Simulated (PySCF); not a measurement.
ZnCl2(H2O)2 (Cl$_{2}$H$_{4}$O$_{2}$Zn).

PySCF calculation, BHandHLYP/def2-SVP, gas phase; geometry: GFN2-xTB. No frequency check shows the geometry to be a minimum. GFN2-xTB bond lengths at metals and heavier atoms can be off by up to 0.1 Å and shapes distorted, which carries into these values. Without diffuse functions Rydberg states are missing, so the states' numbers hold for this basis only.

Cartesian coordinates (Å):

```
Zn1     -0.0006    0.0013   -0.1807
Cl2      2.1285    0.0883   -0.6402
Cl3     -2.1303   -0.0780   -0.6390
O4      -0.1595    1.5943    1.3488
H5      -1.0371    1.9789    1.4466
H6       0.4982    2.2866    1.4647
O7       0.1643   -1.6153    1.3272
H8       1.0425   -2.0012    1.4148
H9      -0.4930   -2.3107    1.4337
```

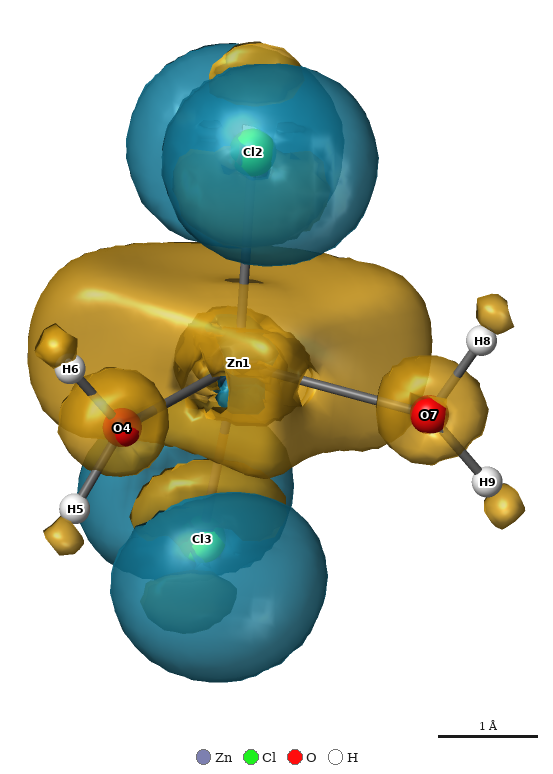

Unrelaxed difference density of S₁ less the ground state (TDA singlet states), ±0.01 e/Å³; yellow: gain, teal: loss.

> How does the charge move on excitation?

0.82 e is displaced in all, of which about 0.7 e passes between atoms: Cl2 and Cl3 (0.33 e each) lose electrons and Zn1 (0.34 e) and H6 and H9 (0.06 e each) gain them. The state: 6.81 eV (182 nm), f = 0.015, partly diffuse acceptor orbital, which a basis without diffuse functions describes poorly; the leading pair carries 99 %; hole on Cl2 and Cl3 (47 % each) and Zn1 (5 %), electron on Zn1 (39 %), Cl2 and Cl3 (14 % each) and H5, H6, H8 and H9 (6 % each) (atom shares of so diffuse an orbital are rough); their centroids lie 0.6 Å apart; S₂ lies within 0.1 eV of it.
